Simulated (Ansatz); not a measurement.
# Ligand exchange: HBr + SiH2(CH3)(NH2) → NH3 + SiH2(CH3)Br

Species: HBr (hydrogen bromide), singlet; SiH2(CH3)(NH2), singlet; NH3 (ammonia) `N`, singlet; SiH2(CH3)Br, singlet. The partners trade Br for NH2: H–Br and Si–NH2 bonds give way to H–NH2 and Si–Br.

Shapes, held fixed at every level: PBE0-D4/def2-TZVP. Flexible molecules stand in one conformer, not always the lowest. Programs: Ansatz 0.2.0. The zero-point and thermal change to 298 K, harmonic and unscaled (PBE0-D4/def2-TZVP), is +10.0 kJ/mol.

```tsv
level	kind	ΔH(298 K) (kJ/mol)	less CCSD(T)/def2-TZVPP	CPU time (sum over the molecules)
HF/def2-SVP	Hartree–Fock	-41.1	+0.4	–
SPW92/def2-TZVPP	LDA	-38.3	+3.2	5.4 s
r2SCAN-D4/def2-TZVPP	meta-GGA	-45.9	-4.4	17 s
B3LYP-D4/def2-TZVPP	global hybrid	-41.8	-0.3	15 s
r2SCAN0-D4/def2-TZVPP	global hybrid	-46.7	-5.2	15 s
B2PLYP/def2-TZVPP	double hybrid	-42.2	-0.7	17 s
CCSD/def2-TZVPP	coupled cluster or CI	-40.9	+0.6	–
CCSD(T)/def2-TZVPP	coupled cluster or CI	-41.5	0.0	2.5 min
```

The highest level, CCSD(T)/def2-TZVPP, gives ΔH(298 K) = -41.5 kJ/mol; the levels span -46.7 to -38.3. The column of differences is taken from that level and isn't an error. No measured value is set beside it here. Relativity is left out for Br unless named. Correlated rows may include outer-core shells of Br, which these sets cover unevenly. Times are processor times on shared x86 and Arm servers, and rough.

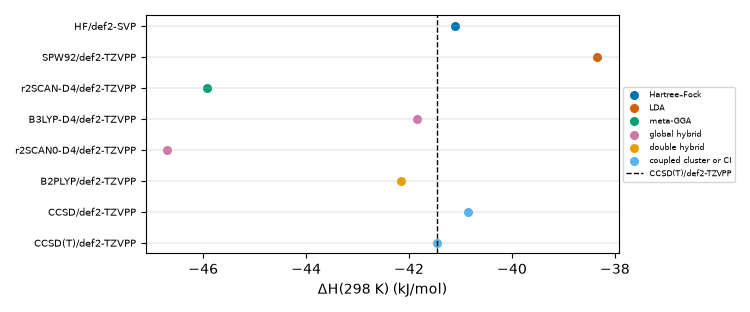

The values of the table, level by level.
